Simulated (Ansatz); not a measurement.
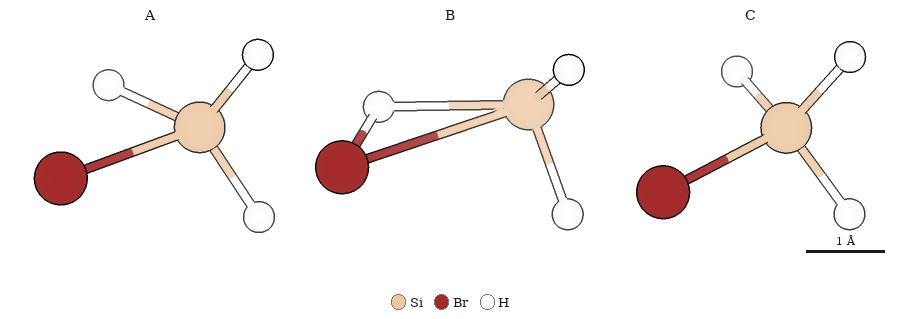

3 geometries from one relaxation of SiH$_{3}$Br (started from a transition state, displaced along its imaginary mode), in shuffled order. Style: ball-and-stick. Shown at a tilt.

Level of theory: RKS PBE0-D4/def2-TZVP in Ansatz. (force threshold 0.005 eV/Å; at most 200 steps)

### Order the frames from highest to lowest energy.

B, A, C. They are steps 0, 6, 11, at +299.3 kJ/mol, +97.0 kJ/mol relative to the last. After 11 geometry steps the energy has fallen by 299.3 kJ/mol. The largest force component goes from 0.55 to 0.0027 eV/Å. An H atom moves most after the best rigid fit: 1.11 Å. By element the largest moves are H 1.11 Å, Si 0.77 Å, Br 0.65 Å. Near-neighbour distances that change, for instance: Br–H 1.541 → 3.032 Å, Br–Si 2.840 → 2.219 Å, H–Si 1.942 → 1.481 Å, H–Si 1.516 → 1.481 Å. Bond angles that change, for instance: Br–Si–H 89.3° → 108.4°, H–Si–H 95.7° → 110.5°. The run took 11 s on 2 threads of Intel Xeon 6975P-C, with other jobs on the host.
